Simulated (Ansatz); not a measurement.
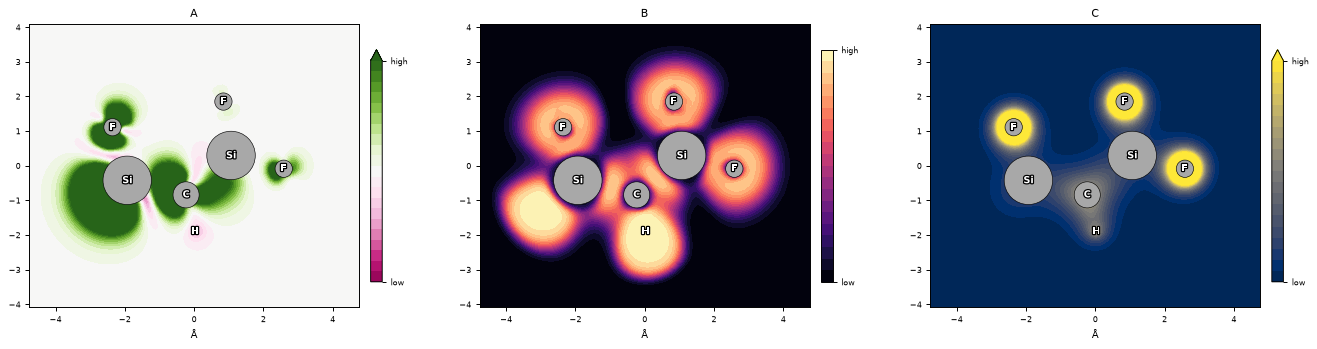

CHF$_{3}$Si$_{2}$ (charge +1, doublet): 3 fields on the molecular plane, with unlabelled colour scales. Grey discs cover the atomic cores.

Geometry: PBE0-D3(BJ)/def2-SVP.

The calculation used isolated molecule in a Gaussian basis; Kohn-Sham density functional theory, functional PBE0 (Ansatz).

Match the panels to the quantities (electron density, electron localisation function and spin density).

Answer. Panel A: spin density (confined to the atoms that carry the unpaired spin). Panel B: electron localisation function. Panel C: electron density. From the grid: Si–F (1.57 Å): ρ is about 1.3 e/Å³ halfway; the ELF peaks at about 0.80 in the valence shell of F, 0.6 Å from its nucleus, and is about 0.50 at the midpoint. C–Si (1.73 Å): ρ is about 1.1 e/Å³ halfway; the ELF peaks at about 0.90 between the atoms, as expected for localised, covalent bonding.
